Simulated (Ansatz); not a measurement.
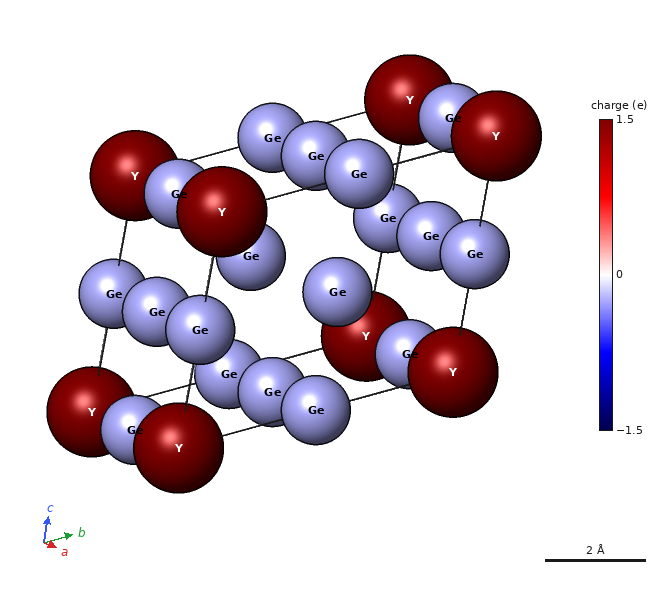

The figure gives a spheres-only picture of the atoms, viewed slightly off an axis. Atoms at the boundary of the simulation cell (the box) are drawn once for each face, edge or corner they touch. The atoms of this YGe6 cell are coloured by their Bader charge.

Level of theory and settings: Ansatz, DFT PBE, scalar-relativistic, plane waves, PAW, a cutoff energy of 420 eV, Brillouin-zone sampling on an 8×8×8 mesh, Gaussian smearing of 0.1 eV, no spin polarisation.

Give the charges by element.

Answer. Most positive: Y; most negative: Ge. Charges: about Y +1.5 e; Ge -0.2 e.

The cell started as a structure type filled with these elements by a generator (whether the compound takes this form wasn't checked). Earlier steps of the study may have refined or changed the cell and positions. It was run through Ansatz as a DFT input.
